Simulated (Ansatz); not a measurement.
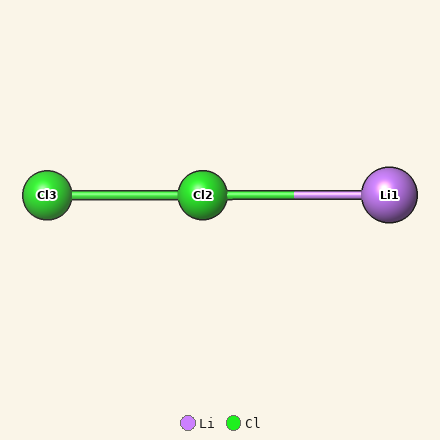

The system is Li⁺ + Cl₂; the picture shows the reference structure. First axis: distance Li1–Cl2. Second axis: distance Cl2–Cl3. Nothing is relaxed (the angle Li1–Cl2–Cl3 is fixed at 180 degrees). The grid has 17 × 17 points. All energies are given in eV relative to Li with charge +1 far from the relaxed ClCl (each part in its own basis). The reference is spin-restricted, so regions where a bond is pulled apart into radicals lie too high. These are results of Ansatz, RKS BHLYP-D4/def2-TZVPD, not measurements.

Its coordinates:

| atom | x (Å) | y (Å) | z (Å) |
| --- | --- | --- | --- |
| Li | -2.3860 | 0.0000 | 0.0000 |
| Cl | 0.0000 | 0.0000 | 0.0000 |
| Cl | 1.9850 | 0.0000 | 0.0000 |

Range: distance Li1–Cl2 from 1.840 to 3.440 Å; distance Cl2–Cl3 from 1.632 to 3.232 Å.

What will the energy surface look like?

Answer. The lowest grid point is at distance Li1–Cl2 = 2.386 Å, distance Cl2–Cl3 = 1.985 Å, −0.12 eV from Li with charge +1 far from the relaxed ClCl (each part in its own basis). The highest grid point, distance Li1–Cl2 = 1.840 Å, distance Cl2–Cl3 = 3.232 Å, lies 3.92 eV above the lowest.

| distance Cl2–Cl3 ↓, distance Li1–Cl2 → | 1.884 | 2.022 | 2.193 | 2.386 | 2.597 | 2.823 | 3.061 | 3.311 |
| --- | --- | --- | --- | --- | --- | --- | --- | --- |
| 3.103 | 3.42 | 3.16 | 3.04 | 3.02 | 3.07 | 3.11 | 3.16 | 3.21 |
| 2.853 | 2.81 | 2.54 | 2.42 | 2.39 | 2.43 | 2.46 | 2.49 | 2.54 |
| 2.615 | 2.08 | 1.82 | 1.68 | 1.65 | 1.67 | 1.70 | 1.72 | 1.76 |
| 2.389 | 1.31 | 1.04 | 0.90 | 0.86 | 0.88 | 0.89 | 0.90 | 0.93 |
| 2.178 | 0.64 | 0.37 | 0.23 | 0.19 | 0.20 | 0.20 | 0.21 | 0.24 |
| 1.985 | 0.32 | 0.06 | −0.08 | −0.12 | −0.11 | −0.11 | −0.10 | −0.08 |
| 1.814 | 0.67 | 0.42 | 0.29 | 0.26 | 0.27 | 0.28 | 0.29 | 0.32 |
| 1.676 | 1.90 | 1.66 | 1.54 | 1.52 | 1.54 | 1.56 | 1.57 | 1.61 |

The table holds every second grid line.

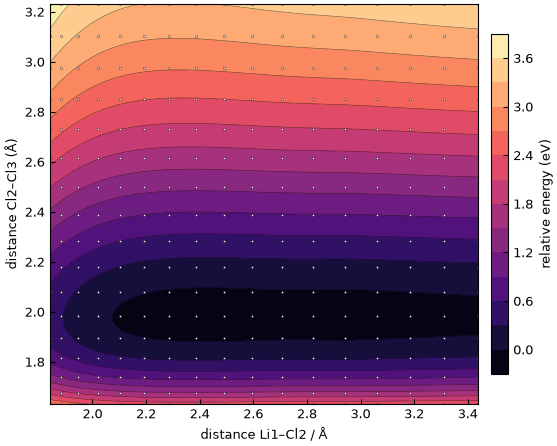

The picture shows filled contours, dots at the grid points. Between grid points the surface is interpolated.

Time for the 289 points that were run: 8.8 min on 1 thread of Intel(R) Xeon(R) 6975P-C (Granite Rapids), with other jobs on the host.
